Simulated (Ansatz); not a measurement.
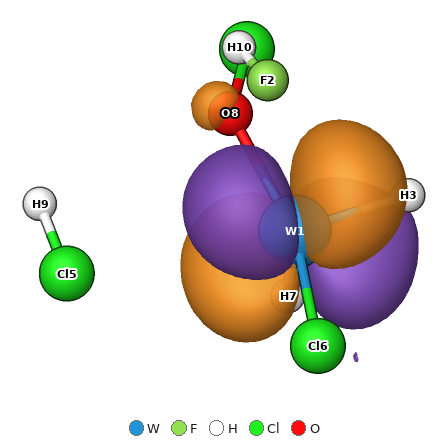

Figure. Cl$_{2}$H$_{2}$OW···HF···HCl. The HOMO at ±0.1 Å⁻³ᐟ² (orange and purple are the two phases), seen across its widest extent.

Core potentials replace the inner electrons of W.

Method: Ansatz 0.2.0, RHF/def2-SVP.

Input file:

```
crystal:
  periodic: [false, false, false]
  atoms:
    - { symbol: W, position_ang: [0.0, 0.0, 0.0] }
    - { symbol: F, position_ang: [0.0, 0.0, 2.2] }
    - { symbol: H, position_ang: [1.72, 0.0, 0.0] }
    - { symbol: Cl, position_ang: [0.0, 2.39, 0.0] }
    - { symbol: Cl, position_ang: [-2.39, 0.0, 0.0] }
    - { symbol: Cl, position_ang: [0.0, -2.39, 0.0] }
    - { symbol: H, position_ang: [0.0, 0.0, -1.72] }
    - { symbol: O, position_ang: [-1.5969, 1.4031, 0.7063] }
    - { symbol: H, position_ang: [-2.4693, 1.1782, 0.2499] }
    - { symbol: H, position_ang: [-0.9515, 0.836, 1.8599] }
basis:
  gaussian: { orbitals: def2-SVP }
hamiltonian:
  xc: hf
relax:
  f_tol: 0.15
  max_steps: 25
  restrain:
    - { distance: [0, 7], at: 1.94, k: 30.0 }
    - { distance: [9, 1], at: 0.92, k: 30.0 }
    - { distance: [0, 1], at: 3.05, k: 30.0 }
    - { distance: [9, 7], at: 2.21, k: 30.0 }
output:
  orbitals: {}
```

Run with:

```sh
ansatz run input.yaml --threads 2 --pin off --max-ram 3072MiB --backend cpu --events-out ev --progress --plain --runs-dir out
```

The fields are those of the run's last geometry, not of the input's.

Q: Describe this orbital and give its energy.

A: By Hirshfeld shares it lies mainly on W1 (about 85 %). Its energy is −9.60 eV.
